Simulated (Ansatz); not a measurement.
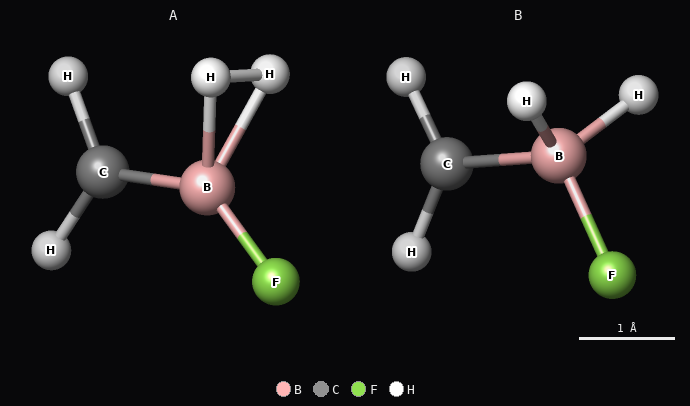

Two geometries of CH₄BF, drawn at one scale. One is the start of a relaxation, the other its converged end. Style: ball-and-stick. Shown from a free direction.

Computed with RKS PBE-D4/def2-SVP in Ansatz. Settings: force threshold 0.03 eV/Å; at most 250 steps.

### Which geometry has the lower energy?

Structure A is the relaxed one. It is one of the separated reactants of a reaction. The largest moves after the best rigid fit, 0.50 Å, are those of H atoms. Largest moves by element: H 0.50 Å, B 0.35 Å, F 0.13 Å, C 0.09 Å. Some distances before and after: H–H 1.823 → 0.954 Å, B–H 1.150 → 1.363 Å, B–C 1.546 → 1.443 Å, B–F 1.440 → 1.350 Å. Among the angles between lasting bonds that change: H–B–H 104.9° → 41.0°, C–B–F 116.0° → 139.2°, H–C–H 120.6° → 114.6°. Over 10 accepted moves (11 points after the start) the energy falls by 19.0 kcal/mol. The largest force component goes from 4.4 to 0.013 eV/Å. The line search rejected the trial step at point 5 of the run.
